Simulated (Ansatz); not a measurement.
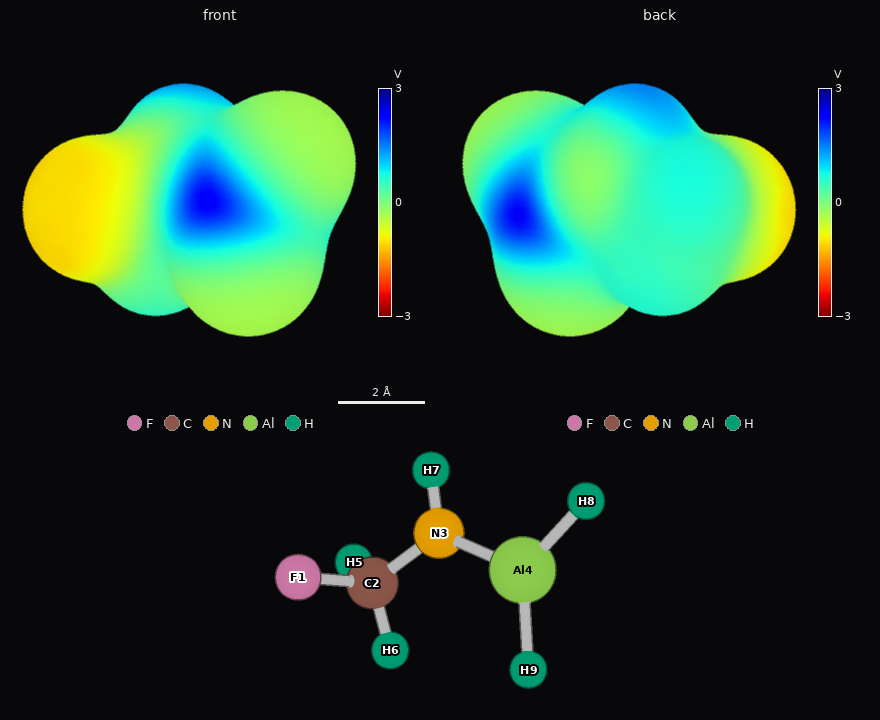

The picture shows: CH5AlFN. The electrostatic potential painted on the density surface at 0.001 e/bohr³, seen from the front and from behind; the colour scale runs from red (negative) to blue (positive). The bare structure is drawn below in the same view.

Geometry: PBE0-D4/def2-TZVP.

Theory: RKS PBE0-D4/def2-TZVPP (Ansatz 0.2.0).

```yaml
atoms:
  - { symbol: F, position_ang: [1.0139, 1.5930, 1.0541] }
  - { symbol: C, position_ang: [-0.0224, 1.2105, 0.1947] }
  - { symbol: N, position_ang: [0.2887, 0.0302, -0.5073] }
  - { symbol: Al, position_ang: [-0.2019, -1.6241, -0.0614] }
  - { symbol: H, position_ang: [-0.1819, 2.0648, -0.4705] }
  - { symbol: H, position_ang: [-0.9036, 1.0589, 0.8241] }
  - { symbol: H, position_ang: [0.9430, 0.1914, -1.2597] }
  - { symbol: H, position_ang: [0.3690, -2.8115, -0.9342] }
  - { symbol: H, position_ang: [-1.2163, -1.7595, 1.1431] }
```

**Where is the surface potential most negative and most positive?**

The most negative region (about −1.1 V) lies over F1, the most positive (about +2.2 V) over Al4.
